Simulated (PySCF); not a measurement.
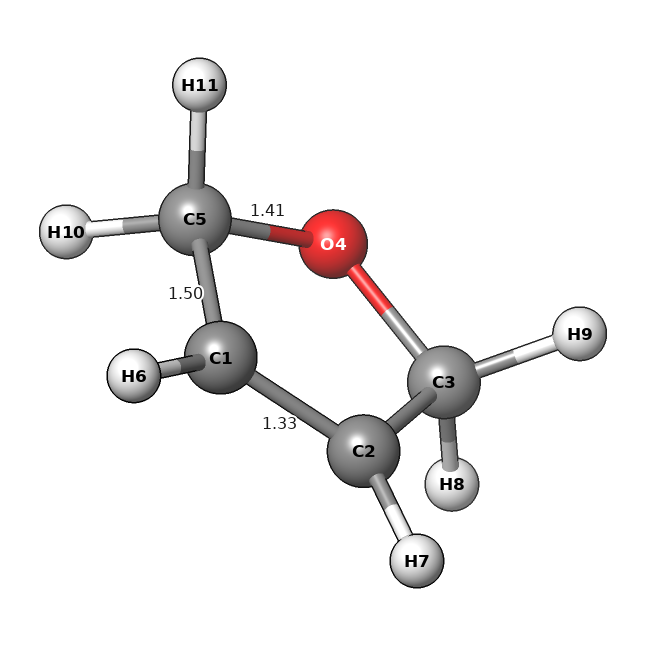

The numbers beside the sticks are distances in Å. Sticks don't show bond order. The geometry was computed by an optimisation with PBE0-D3(BJ)/def2-SVP. No frequency run is at hand to confirm it as a minimum.

Which of the marked bonds are single, double, triple or aromatic?

C1–C2 double; C1–C5 single; O4–C5 single.

Give the structure as SMILES.

C1=CCOC1
